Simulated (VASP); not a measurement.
Energy against volume of Cr (bcc, AFM order). Level of theory: PBE GGA with D3 dispersion (zero damping), VASP's PBE PAW potentials (set 64) (plane waves; VASP).

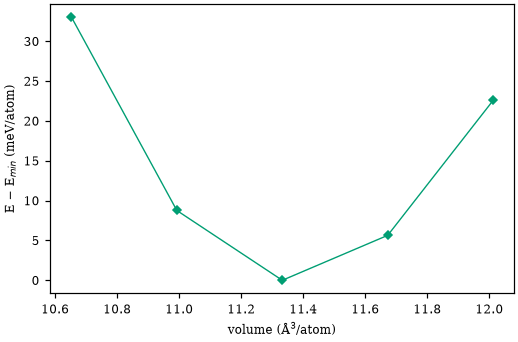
Figure: Energy against volume

Problem. Estimate the equilibrium volume and the bulk modulus.

Solution. The minimum lies near 11.4 Å³/atom, and the curvature gives B0 of about 210 GPa.

Measured: a 2.877 Å at 0 K (computed value off by -1.5 %), as given by H. Levämäki et al., Physical Review B (2014), arXiv:1402.3671 [corrected for temperature and zero-point phonon effects].

The compound is Cr in the bcc, AFM order structure. It was relaxed first.
